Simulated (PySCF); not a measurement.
Consider C5H7F.

The calculation's input:

```
{"job": {"kind": "uv", "xc": "wB97X-D", "basis": "def2-SVPD", "nstates": 8, "ntriplets": 3}, "charge": 0, "multiplicity": 1}
F      1.618644    -0.155722    -1.786678
C      1.300158     0.338076    -0.551342
C      1.198833    -0.640192     0.593222
C     -0.012506     0.009111     0.030758
C     -1.347401    -0.405098    -0.454764
C     -1.203135     0.741911     0.518080
H      1.759083     1.311093    -0.417972
H      1.571227    -0.331590     1.559274
H      1.366426    -1.682651     0.364266
H     -1.757899    -1.336644    -0.093331
H     -1.609807    -0.180593    -1.478106
H     -1.373906     1.745874     0.157858
H     -1.514104     0.586911     1.541007
```

Run with:

```sh
OMP_NUM_THREADS=1 python probes_run.py task.json out
```

Geometry: GFN2-xTB.

Theory: wB97X-D/def2-SVPD, SCF density, gas phase in PySCF 2.14.0.

What will maps of the electron density and electron localisation function show?

Answer. C–C (1.49 Å): ρ at the midpoint is about 1.6 e/Å³; the ELF peaks at about 0.85 between the atoms, as expected for a covalent bond.

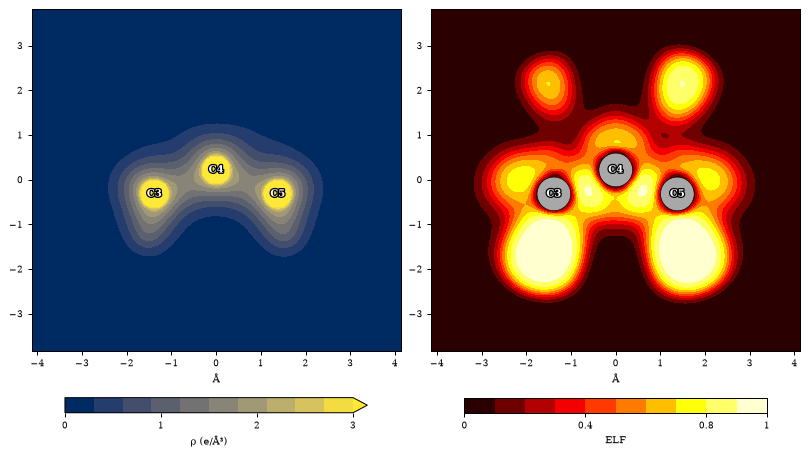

Computed electron density and electron localisation function on the plane of atoms C3, C4 and C5, in this order. Grey discs cover the atomic cores in the ELF map. 
